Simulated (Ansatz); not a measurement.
# KI (Fm-3m): a volume series of phonon spectra, part 2 of 4

Wanted: mode Grüneisen parameters of KI and a free-energy fit over volumes.

What experiment has found for this phase:
- volume expansion coefficient 113.7 1e-6/K near room temperature (given in “Descriptors for thermal expansion in solids”, 2017, arXiv:1701.03966)

Ansatz 0.2.0; DFT LDA, scalar-relativistic, plane waves, PAW.

So far. Step 2 (Probe on a coarse mesh): The start is under -1.3 GPa at this level and looks like an insulator or semiconductor on this mesh.

## Step 5: Tight relaxation

The thresholds are tightened for a last relaxation ahead of the phonons, and where mesh or smearing change with them the cell follows.

File input.yaml:

```yaml
crystal:
  lattice:
    - [0.0, 3.4114963276, 3.4114963276]
    - [3.4114963276, 0.0, 3.4114963276]
    - [3.4114963276, 3.4114963276, 0.0]
  atoms:
    - { symbol: K, position: [0.0, 0.0, 0.0] }
    - { symbol: I, position: [0.5, 0.5, 0.5] }
kpoints:
  mp_grid: { grid: [8, 8, 8] }
hamiltonian:
  xc: lda
scf:
  occupations: { method: fixed }
  lower_state_search: "off"
output:
  forces: true
  stress: true
  eigenvalues: true
relax:
  adjacent_minimum: "off"
  f_tol: 0.001
  max_steps: 60
  cell: { stress_tol: 0.01 }
```

Launch:

```
> ansatz run input.yaml --threads 4 --pin off --max-ram 16384MiB --backend cpu --events-out ev --progress --plain --runs-dir out
```

Numbers of over 12 decimals in the logs are rounded to 6 here.

The program printed:

```text
[...]
Crystal: 2 atoms, lattice volume = 79.408 Å³
Basis set: ecut = 420 eV, 1471 PW (Γ)
Bands: 17, of which v1, the nominal top of the filled ones, is band 13 counted from 1 (12 counted from 0)
Symmetry: 48 space group operations
[...]
k-points: 29 of 512
[...]
k-point 28: bands = [... 9 lower, -7.5696, 2.0063, 2.0063, 2.1291, 9.1790, 9.1790, 9.5838, 11.2370]
--- Relaxed structure (3 steps of the walk, 3 accepted, 1 SCFs on fresh bases) ---
[...]
cell:  # Å, volume = 79.2141 Å³
    - [0, 3.408716, 3.408716]
    - [3.408716, 0, 3.408716]
    - [3.408716, 3.408716, 0]
  atoms:
    - { symbol: K, position: [0, 0, 0] }
    - { symbol: I, position: [0.500000, 0.500000, 0.500000] }
[key lines of the parts left out:]
SCF converged after 5 iterations
Free energy (F): -8855.097171 eV
Fermi energy:    2.900636 eV
P = ⅓ Tr σ = 0.0002 GPa (0.002 kbar)
```

Elapsed: 3.2 s, on 4 threads of Arm Neoverse V1, shared host; peak memory 0.36 GiB.

Little changed from the start: no atom moved by 0.005 Å and no cell edge by 0.1 %.

This step gave:

```
pressure          : 2.00e-4 GPa
gap on the k-mesh : 3.869 eV
volume per atom   : 39.61 Å³/atom
```

The residual pressure is 2.0e-4 GPa, small enough for phonons.

## Step 6: Phonons, V/V0 1

Phonons at this volume give one point of F(V, T); meshes stay fixed along the series.

File input.yaml:

```yaml
crystal:
  lattice:
    - [0.0, 3.4087163095, 3.4087163095]
    - [3.4087163095, 0.0, 3.4087163095]
    - [3.4087163095, 3.4087163095, 0.0]
  atoms:
    - { symbol: K, position: [0.0, 0.0, 0.0] }
    - { symbol: I, position: [0.5, 0.5, 0.5] }
kpoints:
  mp_grid: { grid: [8, 8, 8] }
hamiltonian:
  xc: lda
scf:
  occupations: { method: fixed }
  lower_state_search: "off"
output:
  eigenvalues: true
phonons:
  method: dfpt
  dielectric: true
  rigid_motions: translations
  qmesh: [4, 4, 4]
  temperatures: { t_max: 1000, t_step: 50 }
  qpath:
    path:
      - [[0.0, 0.0, 0.0], [0.5, 0.0, 0.5], [0.625, 0.25, 0.625]]
      - [[0.375, 0.375, 0.75], [0.0, 0.0, 0.0], [0.5, 0.5, 0.5], [0.5, 0.25, 0.75], [0.5, 0.0, 0.5]]
    npoints: 10
```

The program printed:

```text
[...]
Crystal: 2 atoms, lattice volume = 79.214 Å³
Basis set: ecut = 420 eV, 1471 PW (Γ), exchange–correlation on 72×72×72 points (8 copies of the dense FFT grid, shifted against one another)
Bands: 17, of which v1, the nominal top of the filled ones, is band 13 counted from 1 (12 counted from 0)
Symmetry: 48 space group operations
k-points: 59 of 512 (irreducible under 8 space group operations, time reversal used)
[...]
SCF iter   1: F=—  HF=-8855.100087 eV  |F-HF|=—  |Δ(HF+E_count)|=         —  Δρ=4.69e-3  dr2=8.18e-3  ethr=1.77e-3  ⟨swp⟩=5.2  Hψ=4751  notcnv=0  defer=115
[...]
SCF iter   8: F=-8855.097171 eV  HF=-8855.097171 eV  |F-HF|=9.09e-12  |Δ(HF+E_count)|=  1.18e-10  Δρ=5.46e-8  dr2=5.77e-12  ethr=1.00e-12  ⟨swp⟩=6.8  Hψ=4307  notcnv=0
SCF 1 converged in 8 iterations: F = -8855.097171 eV  dr2 = 5.77e-12
[...]
DFPT response loops at Γ: preconditioner auto → none (the input reference at scf.mixing.eps_inf says where Resta's filter doesn't serve); β = 0.50; Broyden in place of MSR1
NSCF: frozen V_eff on 29 k-points
[...]
DFPT response loops at q = (0, 0, -0.5) (fractional): preconditioner auto → Resta (q_TF=auto, 2.266 Å⁻¹)  ε∞=3.9 (no band partly filled); β = 1.00, the filter's whole step (`scf.mixing.beta` (0.50) is not read by the response loops at its default; to damp them type it under 1.00, their step now; it binds the ground state too); Broyden in place of MSR1
[...]
SCF converged after 8 iterations
Free energy (F): -8855.097171 eV
[...]
Internal energy: -8855.097171 eV  (E = F + TS)
E sigma→0 (E₀):  -8855.097171 eV
Fermi energy:    2.900639 eV
[...]
--- Band table (eV; the first three rows and the last of 59) ---
  k-point 0: bands = [... 9 lower, -7.8942, 2.9006, 2.9006, 2.9006, 6.7700, 9.1380, 9.1380, 9.1380]
  k-point 1: bands = [... 9 lower, -7.8062, 2.5659, 2.8261, 2.8261, 7.2130, 9.0719, 9.3261, 9.3261]
  k-point 2: bands = [... 9 lower, -7.6222, 1.9346, 2.6581, 2.6581, 7.9129, 9.3649, 9.8226, 9.8226]
  k-point 58: bands = [... 9 lower, -7.5696, 2.0063, 2.0063, 2.1291, 9.1790, 9.1790, 9.5838, 11.2370]
--- Phonons (Γ-DFPT): 2 representative perturbations + reference, on 59 of 512 k-points (Σ response iterations 6) ---
  k mesh reduced under 8 symmetry operations, with k and −k counted as one. Each operation leaves every solved perturbation unchanged. A smaller set is not considered because the run solves the response to a homogeneous field
  ASR residual: 5.799e-5 → 0.000e0 eV/Å²; symmetrization residual: 3.752e-6 eV/Å²
  ASR residual per site (eV/Å²): 2.86e-6 5.80e-5
  Γ frequencies (cm⁻¹): 0.00 0.00 0.00 114.88 114.88 114.88
  ε∞ (high-frequency dielectric tensor):
        3.121431    -0.000000     0.000000
        0.000000     3.121431    -0.000000
        0.000000    -0.000000     3.121431
  ε⁰ (static dielectric tensor: ions relaxed, cell fixed):
        5.045571     0.000000     0.000000
        0.000000     5.045571    -0.000000
       -0.000000    -0.000000     5.045571
  ε⁰ − ε∞ (ionic part):
        1.924140     0.000000    -0.000000
        0.000000     1.924140    -0.000000
       -0.000000    -0.000000     1.924140
  softest optical mode at Γ: 114.88 cm⁻¹; the repairs (sum rule, projections) moved no ω² at Γ by more than (0.53 cm⁻¹)²
  Born effective charges Z* (e; rows j = field, columns β = displacement):
    site 0:
         1.10534    0.00000   -0.00000
        -0.00000    1.10534   -0.00000
        -0.00000   -0.00000    1.10534
    site 1:
        -1.10534   -0.00000    0.00000
         0.00000   -1.10534    0.00000
         0.00000    0.00000   -1.10534
  Z* charge neutrality: 2.496e-5 e pre-enforcement
  k-mesh period / interband length: 38.6 Å / 1.78 Å = 21.71 at k = (0.0000, 0.0000, 0.0000), direct gap 3.869 eV — 14 or more, which is no proof of convergence
  optical modes at Γ without the LO–TO term, one row a degenerate level:
      ω (cm⁻¹)  modes    IR ((D/Å)²/amu)
        114.88      3             2.8292
  optical modes at Γ + LO–TO along q̂ = [1.0000, 0.0000, 0.0000]:
      ω (cm⁻¹)  modes    IR ((D/Å)²/amu)
        114.88      2             1.8861
        146.05      1             0.9431
  optical modes at Γ + LO–TO along q̂ = [0.0000, 1.0000, 0.0000]:
      ω (cm⁻¹)  modes    IR ((D/Å)²/amu)
        114.88      2             1.8861
        146.05      1             0.9431
  optical modes at Γ + LO–TO along q̂ = [0.0000, 0.0000, 1.0000]:
      ω (cm⁻¹)  modes    IR ((D/Å)²/amu)
        114.88      2             1.8861
        146.05      1             0.9431
--- Phonons (arbitrary-q DFPT): 8 irreducible q on the 4×4×4 mesh ---
  q = [0.0000, 0.0000, 0.0000] (star 1, of the zone-centre solve; hermiticity 5.17e-6, symmetrization 1.26e-12): -0.00 -0.00 0.00 114.88 114.88 114.88
  q = [0.0000, 0.0000, 0.2500] (star 8, 2 solved perturbations on 288 of 512 k-point pairs; hermiticity 4.04e-6, symmetrization 5.47e-12): 38.94 38.94 47.92 110.04 110.04 142.99
[...]
q = [0.0000, 0.2500, 0.2500] (star 6, 4 solved perturbations in 528 linear systems a pass and spin channel, the states on 164 of 512 k-point pairs; hermiticity 1.44e-6, symmetrization 2.74e-12): 20.88 20.88 66.27 116.91 116.91 123.76
[...]
sum rule: each row above includes the acoustic sum rule's correction from the zone centre's row sums; it moved no ω² by more than (0.35 cm⁻¹)²
  mesh force constants: q→R imaginary residual 5.90e-18; ASR residual 5.799e-5 → 0.000e0 eV/Å²; symmetrization residual 4.441e-16 eV/Å²
  interpolated dispersion: 63 rows × 6 modes
  density of states and harmonic sums: on the 16×16×16 q-mesh, interpolated from the force constants of a 4×4×4 supercell (with the dipole–dipole term)
  largest difference from the sums on the solved wave vectors: F 1.50e-2 eV, S 1.89e-5 and C_V 3.97e-6 eV/K
  zero-point energy: 0.030865 eV/cell   skipped modes (ω ≤ 0): 3   left out of the sums: 1.22e-4 of the cell's modes: C_V's classical limit lies that fraction below 3 k_B per atom; for a crystal, a wire or a layer, F and S can be off by more, and a phonons.interpolated_qmesh denser along its periods is the remedy for the sampling
```

Run time: 3.2 min. Hardware: 4 threads; peak memory 1.7 GiB.

This step gave:

```yaml
gamma_frequencies: 0, 0, 0, 114.9, 114.9, 114.9 cm⁻¹ (negative: imaginary)
lowest_frequency_on_the_path: 0 cm⁻¹
zero_point_energy: 0.03087 eV/cell
point_group: m-3m
highest_frequency: 146.1 cm⁻¹
debye_temperature_from_the_second_moment: 169 K
```

LO-TO term included. The phonon branches at the labelled points (cm⁻¹):

| point | branch 1 | branch 2 | branch 3 | branch 4 | branch 5 | branch 6 |
| --- | --- | --- | --- | --- | --- | --- |
| Γ | 0 | 0 | 0 | 115 | 115 | 146 |
| X | 28 | 28 | 47 | 119 | 119 | 124 |
| U | 44 | 44 | 53 | 113 | 121 | 123 |
| jump to K | 44 | 44 | 53 | 113 | 121 | 123 |
| Γ | 0 | 0 | 0 | 115 | 115 | 146 |
| L | 59 | 59 | 70 | 103 | 103 | 139 |
| W | 40 | 40 | 62 | 112 | 122 | 122 |
| X | 28 | 28 | 47 | 119 | 119 | 124 |

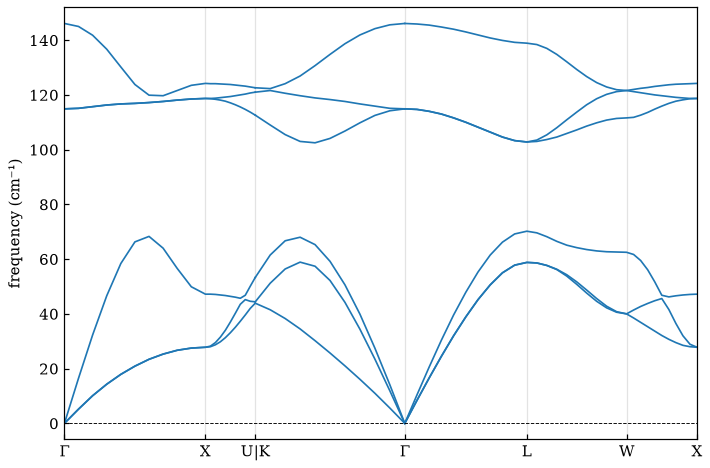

Phonon branches along the path.

The phonon density of states has structure finer than the step of the table below, so its rows give means over 10 cm⁻¹, whole bins alone (the curve runs from 1 to 147 cm⁻¹). Peaks (cm⁻¹: height): 57.0: 0.102, 65.0: 0.107, 117.0: 0.155, 123.0: 0.117.

Tetrahedra on 16 16 16, mean over bins of 2 cm⁻¹. Phonon density of states against wavenumber; means over each step:

| wavenumber (cm⁻¹) | phonon density of states (1/cm⁻¹/cell) |
| --- | --- |
| 10 | 0.00226 |
| 20 | 0.0126 |
| 30 | 0.0424 |
| 40 | 0.0634 |
| 50 | 0.0750 |
| 60 | 0.0807 |
| 70 | 0.0237 |
| 80 | 0 |
| 90 | 0 |
| 100 | 0.0176 |
| 110 | 0.106 |
| 120 | 0.108 |
| 130 | 0.0456 |
| 140 | 0.0225 |

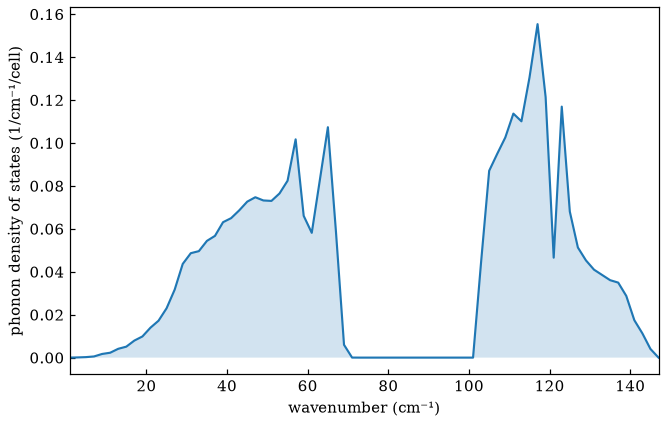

Phonon density of states against wavenumber.

Harmonic. Thermo, by row:

| T (K) | F_vib (meV/atom) | S (J/mol-atom/K) | C_V (J/mol-atom/K) |
| --- | --- | --- | --- |
| 0 | 15.43 | 0 | 0 |
| 50 | 13.05 | 12.03 | 15.77 |
| 100 | 3.16 | 25.31 | 21.8 |
| 150 | -12.48 | 34.52 | 23.45 |
| 200 | -32.22 | 41.36 | 24.08 |
| 250 | -55.1 | 46.77 | 24.38 |
| 300 | -80.53 | 51.23 | 24.55 |
| 350 | -108.1 | 55.03 | 24.65 |
| 400 | -137.5 | 58.32 | 24.72 |
| 450 | -168.5 | 61.24 | 24.77 |
| 500 | -200.9 | 63.85 | 24.8 |
| 550 | -234.6 | 66.21 | 24.82 |
| 600 | -269.5 | 68.37 | 24.84 |
| 650 | -305.4 | 70.36 | 24.86 |
| 700 | -342.4 | 72.2 | 24.87 |
| 750 | -380.2 | 73.92 | 24.88 |
| 800 | -419 | 75.53 | 24.89 |
| 850 | -458.5 | 77.04 | 24.89 |
| 900 | -498.8 | 78.46 | 24.9 |
| 950 | -539.8 | 79.81 | 24.9 |
| 1000 | -581.5 | 81.08 | 24.91 |

The modes has structure finer than the step of the table below, so its rows give means over 10 cm⁻¹, whole bins alone (the curve runs from -10 to 160 cm⁻¹). Peaks (cm⁻¹: height): I 56.4: 0.0822, 63.8: 0.0784, 116.3: 0.0243; K 116.3: 0.108.

Phonopy on the run's constants, 15x15x15 mesh, Gaussian sigma 2.0 cm⁻¹. The modes by wavenumber; means over each step; values in 1/cm⁻¹/cell:

| wavenumber (cm⁻¹) | I | K |
| --- | --- | --- |
| 0 | 1.2e-4 | 3.6e-5 |
| 10 | 0.00214 | 6.3e-4 |
| 20 | 0.0106 | 0.00296 |
| 30 | 0.0336 | 0.00851 |
| 40 | 0.0514 | 0.0107 |
| 50 | 0.0653 | 0.00872 |
| 60 | 0.0751 | 0.00391 |
| 70 | 0.0256 | 7.2e-4 |
| 80 | 4.4e-6 | 0 |
| 90 | 0 | 1.5e-7 |
| 100 | 9.5e-4 | 0.0198 |
| 110 | 0.0127 | 0.0911 |
| 120 | 0.0170 | 0.0881 |
| 130 | 0.00311 | 0.0437 |
| 140 | 0.00223 | 0.0202 |
| 150 | 2.0e-4 | 8.4e-4 |

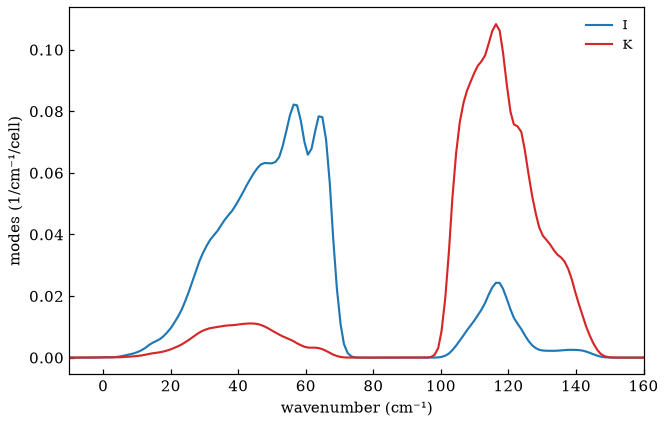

Modes, plotted against wavenumber.

Born charge (rows field, columns displacement) (e), principal values of the symmetric part by kind of site:

| atom | atoms with these values | low | middle | high | mean |
| --- | --- | --- | --- | --- | --- |
| K1 | 1 | 1.11 | 1.11 | 1.11 | 1.11 |
| I2 | 1 | -1.11 | -1.11 | -1.11 | -1.11 |

In full for K1:

```
1.11 0.00 0.00
0.00 1.11 0.00
0.00 0.00 1.11
```

ε∞:

```
3.12 0.00 0.00
0.00 3.12 0.00
0.00 0.00 3.12
```

No LO-TO term. Modes at Γ, with each element's share of the kinetic energy:

| mode | frequency (cm⁻¹) | symmetry | K % | I % |
| --- | --- | --- | --- | --- |
| 1 | 0.0 | T1u | 24 | 76 |
| 2 | 0.0 | T1u | 24 | 76 |
| 3 | 0.0 | T1u | 24 | 76 |
| 4 | 114.9 | T1u | 76 | 24 |
| 5 | 114.9 | T1u | 76 | 24 |
| 6 | 114.9 | T1u | 76 | 24 |

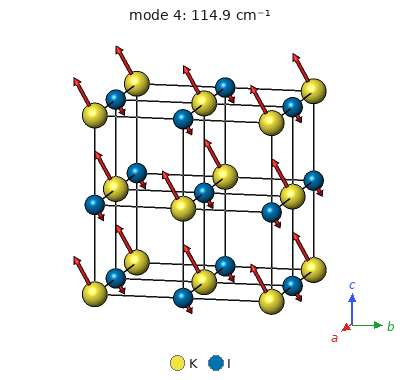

Displacement patterns of mode 4 at Γ; arrows are exaggerated. Some periodic images of atoms are drawn too.

No mode is imaginary beyond numerical noise at the solved wavevectors.

## Step 7: A cell at another volume, V/V0 1.02

Symmetry fixes every atom, so a single point at the scaled cell gives the energy and pressure of this member.

The cell differs from the one that the last finished run ended in (a 4.821 → 4.853 Å, b 4.821 → 4.853 Å, c 4.821 → 4.853 Å).

input.yaml, the sections that differ from step 6:

```yaml
crystal:
  lattice:
    - [0.0, 3.4312912476, 3.4312912476]
    - [3.4312912476, 0.0, 3.4312912476]
    - [3.4312912476, 3.4312912476, 0.0]
  atoms:
    - { symbol: K, position: [0.0, 0.0, 0.0] }
    - { symbol: I, position: [0.5, 0.5, 0.5] }
output:
  forces: true
  stress: true
  eigenvalues: true
  write_density: true
  write_potential: true
  elf: true
  volumetric_format: npy
# kpoints, hamiltonian, scf: as in step 6
# phonons: removed
```

The program printed:

```text
[...]
Crystal: 2 atoms, lattice volume = 80.798 Å³
Basis set: ecut = 420 eV, 1591 PW (Γ)
Bands: 17, of which v1, the nominal top of the filled ones, is band 13 counted from 1 (12 counted from 0)
Symmetry: 48 space group operations
[...]
k-points: 29 of 512
[...]
SCF iter   1: F=—  HF=-8855.098769 eV  |F-HF|=—  |Δ(HF+E_count)|=         —  Δρ=4.62e-3  dr2=8.12e-3  ethr=1.77e-3  ⟨swp⟩=5.3  Hψ=2305  notcnv=0  defer=56
[...]
SCF iter   6: F=-8855.095650 eV  HF=-8855.095650 eV  |F-HF|=5.13e-10  |Δ(HF+E_count)|=   1.90e-8  Δρ=2.27e-6  dr2=1.45e-9  ethr=2.34e-10  ⟨swp⟩=9.9  Hψ=4313  notcnv=0
SCF 1 converged in 6 iterations: F = -8855.095650 eV  dr2 = 1.45e-9
[...]
SCF converged after 6 iterations
Free energy (F): -8855.095650 eV
[...]
Internal energy: -8855.095650 eV  (E = F + TS)
E sigma→0 (E₀):  -8855.095650 eV
Fermi energy:    2.724502 eV
[...]
--- Stress (GPa, compression-positive) ---
       -0.301660       0.000000      -0.000000
       -0.000000      -0.301660       0.000000
       -0.000000      -0.000000      -0.301660
  P = ⅓ Tr σ = -0.3017 GPa (-3.017 kbar)
--- Band table (eV; the first three rows and the last of 29) ---
  k-point 0: bands = [... 9 lower, -8.0343, 2.7245, 2.7245, 2.7245, 6.5419, 8.9772, 8.9772, 8.9772]
  k-point 1: bands = [... 9 lower, -7.9558, 2.4010, 2.6537, 2.6537, 6.9770, 8.9075, 9.1618, 9.1618]
  k-point 2: bands = [... 9 lower, -7.7882, 1.7898, 2.4939, 2.4939, 7.6903, 9.1631, 9.6484, 9.6484]
  k-point 28: bands = [... 9 lower, -7.7345, 1.8565, 1.8565, 1.9814, 8.9988, 8.9988, 9.3558, 10.9833]
```

Elapsed: 1.1 s, on 4 threads; peak memory 0.35 GiB.

This step gave:

```yaml
pressure: -0.3017 GPa
gap_on_the_k_mesh: 3.817 eV
volume_per_atom: 40.40 Å³/atom
```

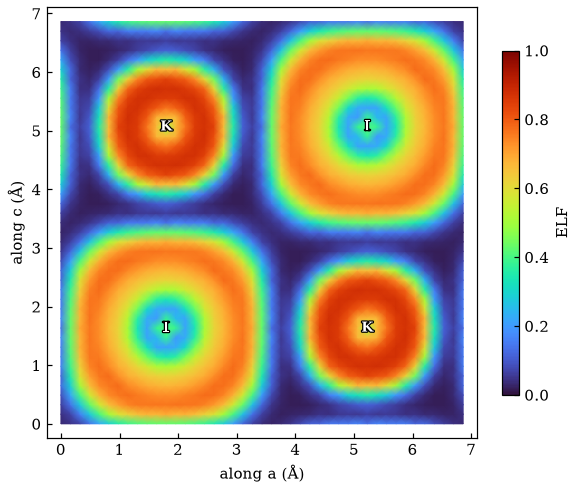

ELF in the ac plane of the conventional cell at fractional y = 0.000, with atoms of K and I within 0.2 Å of it. It is the smooth field of the valence electrons, not physical close to the nuclei. The map starts off the cell's origin, so that atoms lie inside it.

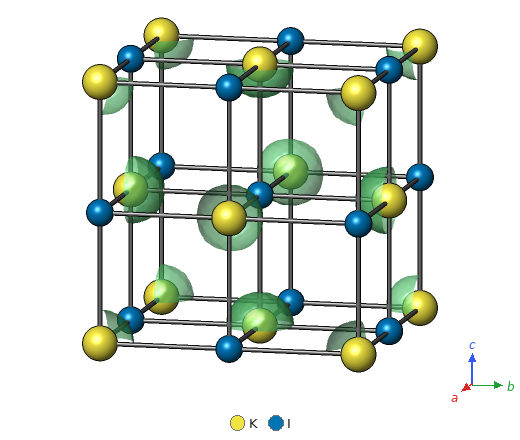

Surface of ELF = 0.8.

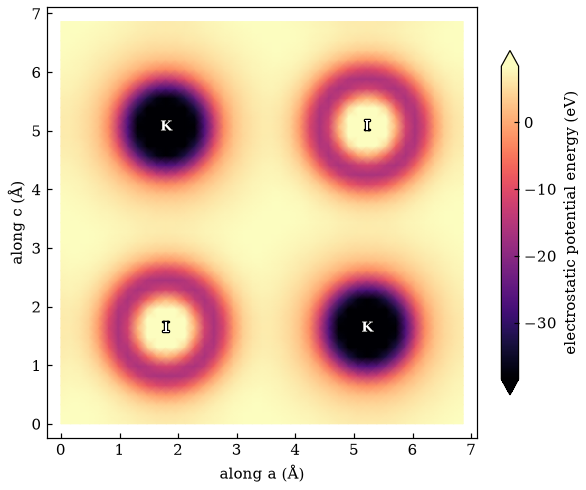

Electrostatic potential energy in the ac plane of the conventional cell at fractional y = 0.000, with atoms of K and I within 0.2 Å of it. With pseudopotentials it is smooth inside the atoms' cores, unlike the true potential. The map starts off the cell's origin, so that atoms lie inside it.

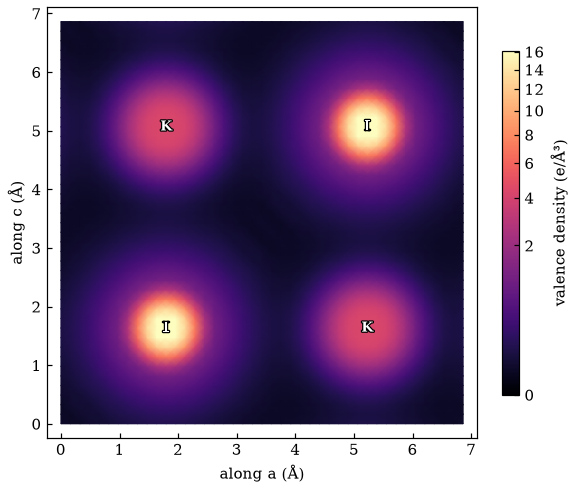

Valence density in the ac plane of the conventional cell at fractional y = 0.000, with atoms of K and I within 0.2 Å of it. It is the smooth field of the valence electrons, not physical close to the nuclei. The map starts off the cell's origin, so that atoms lie inside it. The colour scale is stretched toward low values.

At this level the gap is 3.82 eV on the k-mesh of the self-consistent run, which can miss the band edges.

(Continued in part 3 of 4.)

[Logs are printed without paths, hosts, clocks, repeated set-up lines and the standing remarks that a program may print on its own settings, such as how far it seeks lower states.]

[Hosts, paths, dates, database ids (printed as entryN), source tags and the programs' standing remarks are cut or masked in the printed files.]

[A step with changed settings may run another functional than the one named; its input shows which.]

[Of the runs on displaced cells, only some may be shown.]
